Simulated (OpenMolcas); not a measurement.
# One shape, several levels: InPH4O (SMILES O[PH][InH2])

Wanted: a comparison of 6 runs (HF/STO-3G, HF/3-21G, HF/def2-SVPD, BLYP/def2-SVPD, M06-2X/def2-SVPD, M06-L/def2-SVPD) of InPH4O. 

The calculation is run with OpenMolcas 26.06.

1 further run of the same task is left out (it didn't finish).

## 1. The structure to begin with

InPH4O: 7 atoms, total charge 0, spin state singlet. SMILES: `O[PH][InH2]`. Geometry: relaxed at PBE0-D4/def2-TZVP. This is one conformer, not always the lowest.

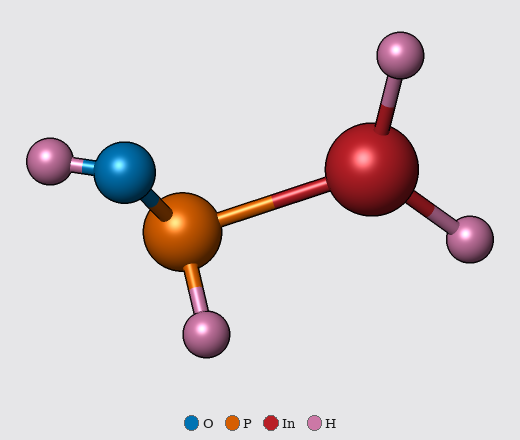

The structure, seen from a chosen angle (oxygen blue, phosphorus orange, indium red, hydrogen pink).

## 2. Energy and gradient at HF/STO-3G (run 1)

The input, geom.xyz:

```xyz
7

O     -1.844500     0.146900     0.079200
P     -0.622800    -0.370000    -0.935500
In     1.396900     0.365900     0.345900
H     -2.634300     0.311800    -0.441900
H     -0.483700    -1.722100    -0.492200
H      1.278200     1.623200     1.518000
H      2.910100    -0.355700    -0.073500
```

The input, run.inp:

```
&GATEWAY
 BASLIB=$CurrDir
 COORD=geom.xyz
 BASIS=STO-3G
 GROUP=NoSym

&SEWARD

&SCF
 THRESHOLDS=1e-10 1e-07 1e-07 1e-05
 PRORBITALS=0

&ALASKA
```

The basis set STO-3G is read from a file made from the Basis Set Exchange's data (not shown).

The run is started by

```console
$ export MOLCAS_MEM=1860
$ pymolcas run.inp > run.log
```

What it wrote:

```text
--- Start Module: gateway ---
[...]
--- Stop Module: gateway /rc=_RC_ALL_IS_WELL_ ---
[...]
      Basis functions           45
[...]
--- Start Module: scf ---
[...]
       Convergence after  11 Iterations
[...]
::    Total SCF energy                              -6095.9400908335
[...]
      Total spin, S                                     0.0000000000
[...]
      Total electronic charge=   76.000000
      Total            charge=   -0.000000
[...]
      Dipole Moment (debye):
      Origin of the operator (angstrom)=    0.6799    0.1976    0.0756
                   X=  2.4900E-01               Y= -9.7720E-02               Z= -6.2099E-01           Total=  6.7615E-01
      Quadrupole Moment (debye*angstrom):
[...]
--- Stop Module: scf /rc=_RC_ALL_IS_WELL_ ---
--- Start Module: alaska ---
[...]
 *              Molecular gradients               *
 **************************************************
  Irreducible representation: a
 ------------------------------------------------------------------------------------------
                              X                       Y                       Z
 ------------------------------------------------------------------------------------------
  O1               -9.06953188721360E-03    1.04490489161835E-03   -4.63295520823390E-02
  P2               -3.43242557418364E-02    2.27795747022768E-02    1.32653651904917E-02
  IN3              -2.00559964752358E-02   -1.05257424747514E-02   -9.63032235425842E-03
  H4                2.51380719555803E-02   -3.16870985318163E-03    2.42908948022684E-02
  H5                9.58468408347736E-03   -2.16255645089243E-02    3.79390215987585E-03
  H6               -3.14449816365608E-03    2.60569533859645E-02    2.38489465593812E-02
  H7                3.18715262287856E-02   -1.45614161429402E-02   -9.23923427538531E-03
 ------------------------------------------------------------------------------------------
--- Stop Module: alaska /rc=_RC_ALL_IS_WELL_ ---
[...]
```

Run time: 2 s. Hardware: 1 thread of Intel Xeon 6975P-C (Granite Rapids), shared host; peak memory 0.38 GiB.

## 3. Energy and forces at HF/3-21G (run 2)

The input, job.inp:

```
* H4InOP Hartree-Fock
&GATEWAY
BasLib=$CurrDir
Coord
7
bohr
O     -3.48559984     0.27760077     0.14966631
P     -1.17692143    -0.69919867    -1.76783879
In     2.63975842     0.69145079     0.65365627
H     -4.97810553     0.58921661    -0.83506997
H     -0.91406053    -3.25429736    -0.93012320
H      2.41544793     3.06740345     2.86860426
H      5.49929200    -0.67217558    -0.13889487
Basis=3-21G
Group=NoSym
&SEWARD
&SCF
Thresholds=1e-10 1e-07 1e-07 1e-05
PrOrbitals=1 1
&ALASKA
```

The basis set 3-21G is read from a file made from the Basis Set Exchange's data (not shown).

The run is started by

```console
$ export MOLCAS_MEM=1860
$ pymolcas job.inp > job.log
```

What it wrote:

```text
--- Start Module: gateway ---
[...]
--- Stop Module: gateway /rc=_RC_ALL_IS_WELL_ ---
[...]
      Basis functions           61
[...]
--- Start Module: scf ---
[...]
       Convergence after  12 Iterations
[...]
::    Total SCF energy                              -6130.4572752211
[...]
      Total spin, S                                     0.0000000000
[...]
      Total electronic charge=   76.000000
      Total            charge=   -0.000000
[...]
      Dipole Moment (debye):
      Origin of the operator (angstrom)=    0.6799    0.1976    0.0756
                   X=  4.4485E-01               Y=  4.5145E-02               Z= -3.6675E-01           Total=  5.7830E-01
      Quadrupole Moment (debye*angstrom):
[...]
--- Stop Module: scf /rc=_RC_ALL_IS_WELL_ ---
--- Start Module: alaska ---
[...]
 *              Molecular gradients               *
 **************************************************
  Irreducible representation: a
 ------------------------------------------------------------------------------------------
                              X                       Y                       Z
 ------------------------------------------------------------------------------------------
  O1                2.51571174935403E-02   -1.36864369832250E-02   -1.75194995858714E-02
  P2               -2.40381837974226E-02    2.25351011412585E-02    2.65755010162998E-02
  IN3              -4.64503530792371E-03   -5.83555081476028E-03   -3.61939955381629E-03
  H4                1.03510737005692E-02   -3.11891249458740E-03   -5.03742991174505E-03
  H5                1.80798551631633E-03    2.71251257968341E-03    4.74024387746486E-03
  H6                8.92259829131548E-04   -8.25051537625932E-03   -7.80400993553965E-03
  H7               -9.52521743419155E-03    5.64380194788505E-03    2.66459409324749E-03
 ------------------------------------------------------------------------------------------
--- Stop Module: alaska /rc=_RC_ALL_IS_WELL_ ---
[...]
```

It took 2.5 s on 1 thread of Intel Xeon 6975P-C (Granite Rapids), shared host; peak memory 0.4 GiB.

Run 3 isn't shown in full; the table further down has it.

## 4. Energy and forces at BLYP/def2-SVPD (core potential) (run 4)

The input, test.inp:

```
>>> EXPORT MOLCAS_PRINT=2
&GATEWAY
BASLIB = $CurrDir
COORD
7
bohr
O     -3.48559984     0.27760077     0.14966631
P     -1.17692143    -0.69919867    -1.76783879
In     2.63975842     0.69145079     0.65365627
H     -4.97810553     0.58921661    -0.83506997
H     -0.91406053    -3.25429736    -0.93012320
H      2.41544793     3.06740345     2.86860426
H      5.49929200    -0.67217558    -0.13889487
BASIS = def2-SVPD
GROUP = NoSym
&SEWARD
GRIDINPUT
Grid=UltraFine
End of Grid
&SCF
KSDFT = BLYP
THRESHOLDS = 1e-10 1e-07 1e-07 1e-05
PRORBITALS = 1 2
&ALASKA
```

The basis set def2-SVPD is read from a file made from the Basis Set Exchange's data (not shown).

The run is started by

```console
$ export MOLCAS_MEM=1860
$ pymolcas test.inp > test.log
```

What it wrote:

```text
--- Start Module: gateway ---
[...]
--- Stop Module: gateway /rc=_RC_ALL_IS_WELL_ ---
[...]
      Basis functions          111
[...]
--- Start Module: scf ---
[...]
       Convergence after  20 Iterations
[...]
::    Total KS-DFT energy                            -608.8670073819
[...]
      Total spin, S                                     0.0000000000
[...]
      Total electronic charge=   48.000000
      Total            charge=   -0.000000
[...]
      Dipole Moment (debye):
      Origin of the operator (angstrom)=    0.6799    0.1976    0.0756
                   X= -6.5353E-01               Y= -3.2395E-02               Z= -5.2141E-01           Total=  8.3667E-01
      Quadrupole Moment (debye*angstrom):
[...]
--- Stop Module: scf /rc=_RC_ALL_IS_WELL_ ---
[...]
--- Start Module: alaska ---
[...]
 *              Molecular gradients               *
 **************************************************
  Irreducible representation: a
 ------------------------------------------------------------------------------------------
                              X                       Y                       Z
 ------------------------------------------------------------------------------------------
  O1                1.15990594523989E-02   -6.29687690960568E-03   -2.19717707132663E-02
  P2               -1.33911690654198E-02    4.94680221528920E-03    2.51193007005810E-02
  IN3              -4.90884952131054E-03   -6.55239724089540E-04   -3.45796874330961E-03
  H4                1.26286597307850E-02   -3.08677091406784E-03    5.12089401645222E-03
  H5               -7.76793949956722E-04    7.56993689496799E-03   -2.45344037341799E-03
  H6                3.54359349954259E-04   -4.77579691856889E-03   -4.04597112474203E-03
  H7               -5.50526599635237E-03    2.29794535609562E-03    1.68895623759413E-03
 ------------------------------------------------------------------------------------------
--- Stop Module: alaska /rc=_RC_ALL_IS_WELL_ ---
[...]
```

It took 41 s on 1 thread of Intel Xeon 6975P-C (Granite Rapids), shared host; peak memory 0.66 GiB.

Run 5 isn't shown in full; the table further down has it.

## 5. Energy and gradient at M06-L/def2-SVPD (core potential) (run 6)

geom.xyz is that of step 2.

The input, calc.inp:

```
>>> EXPORT MOLCAS_PRINT=2

&GATEWAY
  BasLib=$CurrDir
  Coord=geom.xyz
  Basis=def2-SVPD
  Group=NoSym

&SEWARD
  GridInput
  Grid=UltraFine
  End of Grid

&SCF
  KSDFT=M06L
  Thresholds=1e-10 1e-07 1e-07 1e-05
  PrOrbitals=1 2

&ALASKA
```

The basis set def2-SVPD is read from a file made from the Basis Set Exchange's data (not shown).

The run is started by

```console
$ export MOLCAS_MEM=1860
$ pymolcas calc.inp > calc.log
```

What it wrote:

```text
--- Start Module: gateway ---
[...]
--- Stop Module: gateway /rc=_RC_ALL_IS_WELL_ ---
[...]
      Basis functions          111
[...]
--- Start Module: scf ---
[...]
       Convergence after  16 Iterations
[...]
::    Total KS-DFT energy                            -609.0629127879
[...]
      Total spin, S                                     0.0000000000
[...]
      Total electronic charge=   48.000000
      Total            charge=   -0.000000
[...]
      Dipole Moment (debye):
      Origin of the operator (angstrom)=    0.6799    0.1976    0.0756
                   X= -4.5450E-01               Y= -1.7427E-02               Z= -2.9762E-01           Total=  5.4355E-01
      Quadrupole Moment (debye*angstrom):
[...]
--- Stop Module: scf /rc=_RC_ALL_IS_WELL_ ---
[...]
--- Start Module: alaska ---
[...]
 *              Molecular gradients               *
 **************************************************
  Irreducible representation: a
 ------------------------------------------------------------------------------------------
                              X                       Y                       Z
 ------------------------------------------------------------------------------------------
  O1                1.17228215363401E-02   -4.73075841544102E-03   -1.02870881413892E-02
  P2               -8.39104856869533E-03    5.68426887768858E-03    1.51312941282669E-02
  IN3              -1.65950817403449E-03   -1.34801227612336E-04   -1.49461107754423E-03
  H4                2.05518358445289E-03   -4.43156732270023E-04   -3.65878243501871E-04
  H5                2.81598178147324E-04    1.38772230438811E-03   -8.49312905619959E-04
  H6                5.34465999747102E-04   -3.98104064783844E-03   -3.47841171514673E-03
  H7               -4.54351255595853E-03    2.21776584111710E-03    1.34400795474987E-03
 ------------------------------------------------------------------------------------------
--- Stop Module: alaska /rc=_RC_ALL_IS_WELL_ ---
[...]
```

Run time: 44 s. Hardware: 1 thread of Intel Xeon 6975P-C (Granite Rapids), shared host; peak memory 0.66 GiB.

## 6. The series

| run | level | integration grid | energy (Eh) | dipole moment (D) | HOMO energy (eV) | LUMO energy (eV) | wall time |
| --- | --- | --- | --- | --- | --- | --- | --- |
| 1 | HF/STO-3G | – | -6095.940091 | 0.68 | -5.79 | 5.66 | 2 s |
| 2 | HF/3-21G | – | -6130.457275 | 0.58 | -8.73 | 0.69 | 2.5 s |
| 3 | HF/def2-SVPD (core potential) | – | -606.956300 | 0.44 | -8.89 | 0.71 | 14 s |
| 4 | BLYP/def2-SVPD (core potential) | UltraFine | -608.867007 | 0.84 | -5.43 | -2.50 | 41 s |
| 5 | M06-2X/def2-SVPD (core potential) | UltraFine | -608.808656 | 0.55 | -7.49 | -1.30 | 40 s |
| 6 | M06-L/def2-SVPD (core potential) | UltraFine | -609.062913 | 0.54 | -5.59 | -2.12 | 44 s |

## 7. Summary of results

```
                       quantity          value
            run 6: total energy  -609.06291 Eh
           run 6: dipole moment         0.54 D
             run 6: HOMO energy       -5.59 eV
             run 6: LUMO energy       -2.12 eV
           run 6: HOMO–LUMO gap        3.47 eV
run 6: largest force on an atom     0.936 eV/Å
```

**Reading.** The dipole moment (its size) runs from 0.44 D (HF/def2-SVPD) to 0.84 D (BLYP/def2-SVPD). The HOMO–LUMO gap runs from 2.93 eV (BLYP/def2-SVPD) to 11.44 eV (HF/STO-3G). The two ends differ in method and basis and core potential. Totals of different functionals can't be ranked against each other. Some runs of one species differ in core potentials or relativity; totals across that change don't compare. In run 1 the basis is minimal, so the values are rough. In runs 1, 2 relativity is left out where basis or elements ask for it. All runs together took 2.4 min, the longest 44 s.
